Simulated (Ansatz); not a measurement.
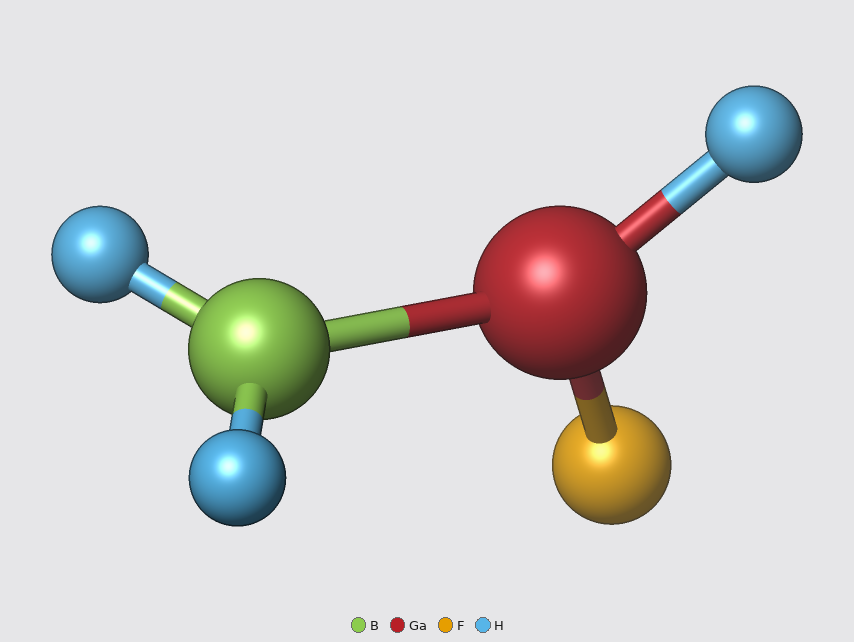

Rendered structure (ball-and-stick style). Every bond is drawn as one stick, whatever its order.

Give the formula.

BFGaH3, 6 atoms: 1 boron, 1 fluorine, 1 gallium and 3 hydrogen.

How many sets of symmetry-equivalent atoms are there?

5: 1 B, 1 Ga, 1 F, 2 H, 1 H.

The parts below concern this one geometry. Atoms keep their numbers from picture to picture. The geometry was computed by an optimisation with PBE0-D4/def2-TZVP. No frequency run is at hand to confirm it as a minimum.

Geometry

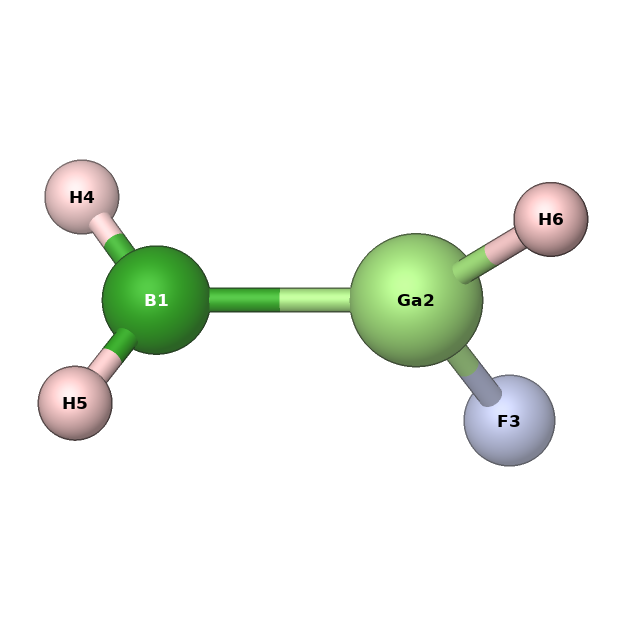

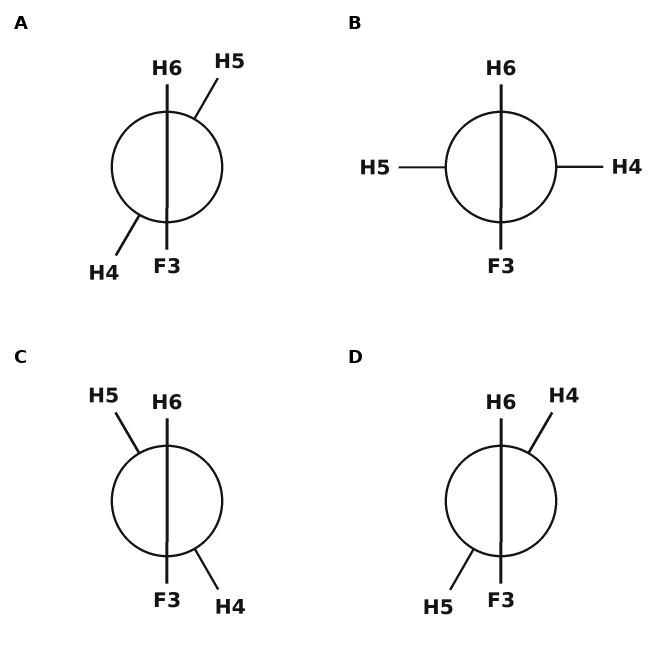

Distant atoms are faded towards the background colour. Bonds that would overlap in a projection are set slightly apart. No frequency run is at hand to confirm it as a minimum.

Which Newman projection shows the view along Ga2–B1, with Ga2 in front?

B. The torsion angle F3–Ga2–B1–H4 is −90°, about perpendicular.

Electronic properties

No frequency run is at hand to confirm it as a minimum. Properties computed with RKS PBE0-D4/def2-TZVPP (Ansatz 0.2.0).

Give the HOMO energy (Kohn–Sham orbital) at this level.

−8.02 eV.

Give the HOMO–LUMO gap at this level.

5.28 eV.

Dipole moment

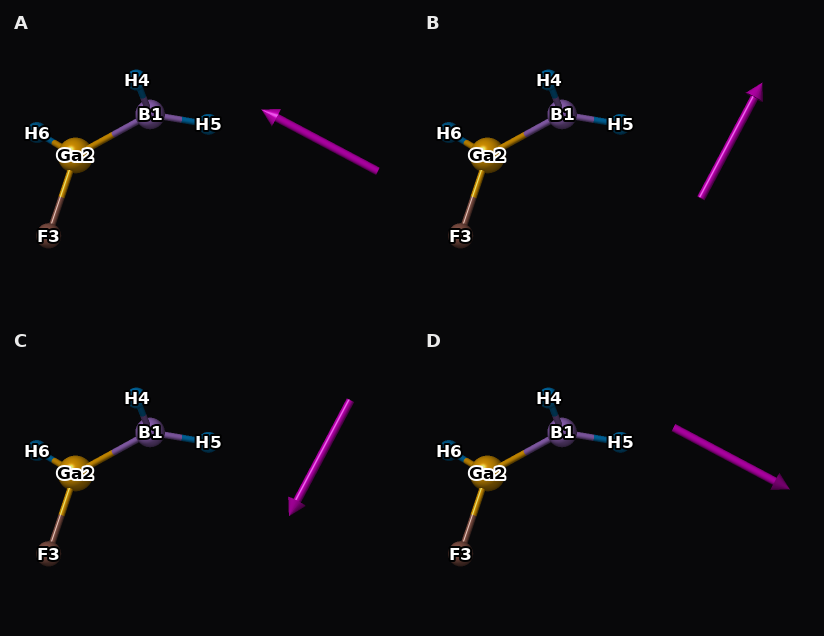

The same molecule four times, each with an arrow. No frequency run is at hand to confirm it as a minimum. Level of theory: RKS PBE0-D4/def2-TZVP (Ansatz 0.2.0).

Which arrow points along the dipole moment, from the negative to the positive end?

B. The dipole moment is 2.61 D; it points from the side of F3 to the side of H4, H5 (the outermost atoms at the two ends).

Charges

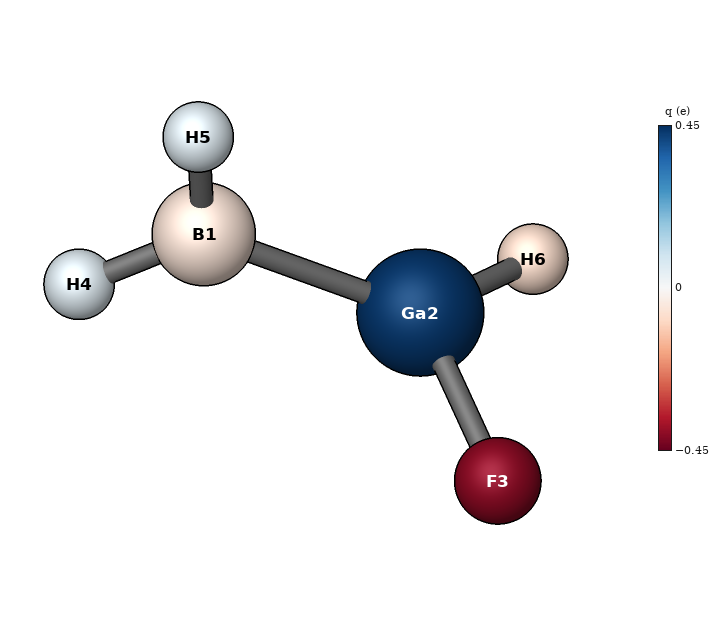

Atoms are coloured by their Mulliken charges. No frequency run is at hand to confirm it as a minimum. Properties computed with RKS PBE0-D4/def2-TZVP (Ansatz 0.2.0).

Which atom carries the highest charge (most positive or least negative)?

Ga2 (0.43 e).

And the lowest?

F3 (−0.40 e).

List the Mulliken charges.

| atom | value (e) |
| --- | --- |
| B1 | −0.06 |
| Ga2 | 0.43 |
| F3 | −0.40 |
| H4 | 0.05 |
| H5 | 0.05 |
| H6 | −0.08 |

Mulliken values depend strongly on the basis set and can even reverse the polarity of a bond.
